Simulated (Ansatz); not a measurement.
ClH5Si3

The calculation's input:

```
crystal:
  periodic: [false, false, false]
  atoms:
    - {symbol: Cl, position_ang: [-2.178889, 1.213781, -1.666369]}
    - {symbol: Si, position_ang: [-0.478103, 0.161590, -1.192449]}
    - {symbol: Si, position_ang: [0.981548, 0.833171, 0.482628]}
    - {symbol: Si, position_ang: [-0.298150, -1.122707, 0.732347]}
    - {symbol: H, position_ang: [0.142817, -0.399196, -2.417296]}
    - {symbol: H, position_ang: [0.552777, 1.937007, 1.377300]}
    - {symbol: H, position_ang: [2.446922, 0.813876, 0.245312]}
    - {symbol: H, position_ang: [-1.369741, -0.999013, 1.751828]}
    - {symbol: H, position_ang: [0.289320, -2.484707, 0.669498]}
basis:
  gaussian: {orbitals: def2-TZVPP}
hamiltonian: {xc: pbe0, dispersion: d4}
output: {orbitals: {seedname: orbitals}}
```

Run with:

```sh
ansatz run in.yaml --threads 2 --pin off --events-out ev --progress --plain --max-ram 4352MiB
```

Geometry: PBE0-D4/def2-TZVP.

All numbers below come from RKS PBE0-D4/def2-TZVPP in Ansatz 0.2.0.

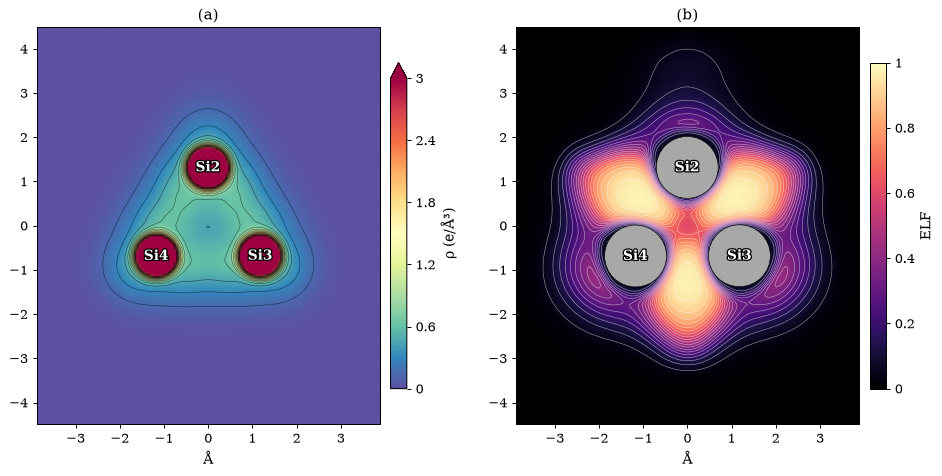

Figure 1. (a) total electron density; (b) ELF on the plane of atoms Si2, Si3 and Si4. Grey discs cover the atomic cores in the ELF map.

**Interpret the plot.**

The section cuts through Si sites.
Si–Si (2.32 Å): ρ at the midpoint is about 0.6 e/Å³; the ELF peaks at about 0.90 between the atoms, as expected for a covalent bond.

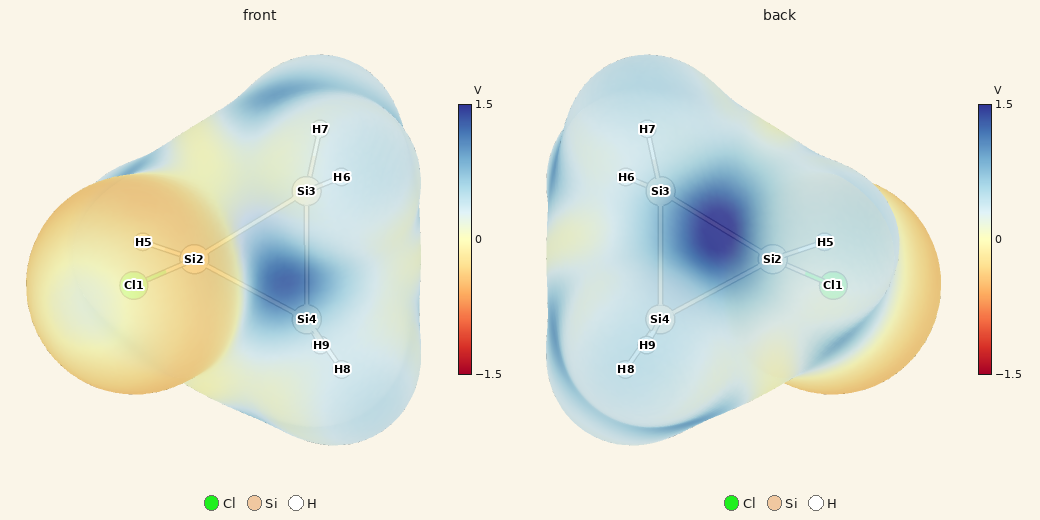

Figure 2. The molecular electrostatic potential painted on the density surface at 0.002 e/bohr³, seen from the front and from behind; the colour scale runs from red (negative) to blue (positive).

**Which sites attract a positive test charge, and which a negative one?**

A positive charge is drawn to the negative regions and a negative charge to the positive ones. The most negative region (about −0.4 V) lies over Cl1, the most positive (about +1.4 V) over Si2, Si3 and Si4. Cl1 shows a σ-hole: about +0.2 V at the tip opposite its bond, against about −0.3 V on its flanks.

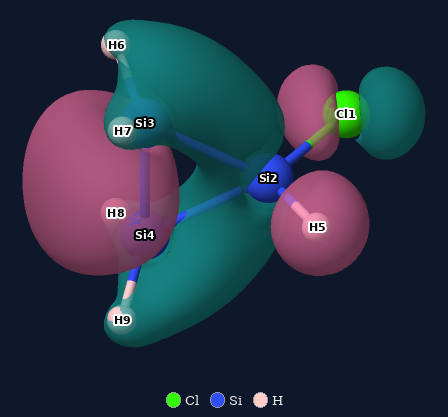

Figure 3. The HOMO−1 at ±0.08 Å⁻³ᐟ² (teal and pink are the two phases), seen at an oblique angle.

**Where does this orbital lie, and at what energy?**

It lies mainly on Si4 (about 35 %), Si3 (about 35 %), Si2 (about 15 %) and Cl1 (about 5 %). Its energy is −7.13 eV.

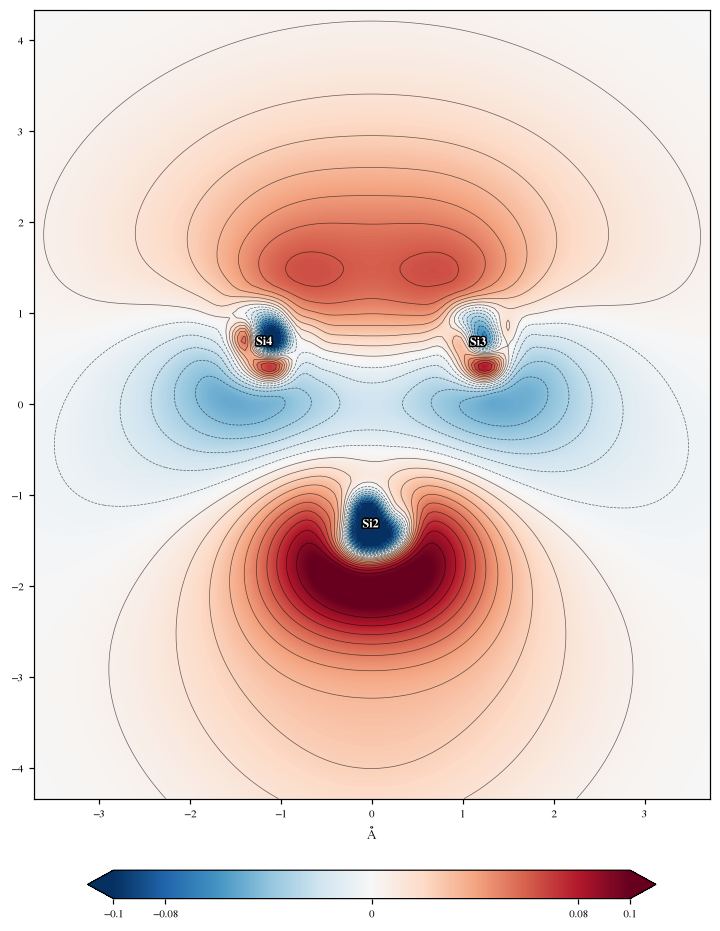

Figure 4. The LUMO on the plane of atoms Si3, Si2 and Si4 (values in Å⁻³ᐟ²; the overall sign is arbitrary).

**What is the character of this orbital?**

By Hirshfeld shares it lies mainly on Si2 (about 30 %), Si3 (about 20 %), Si4 (about 20 %) and Cl1 (about 10 %). Its energy is −1.69 eV.
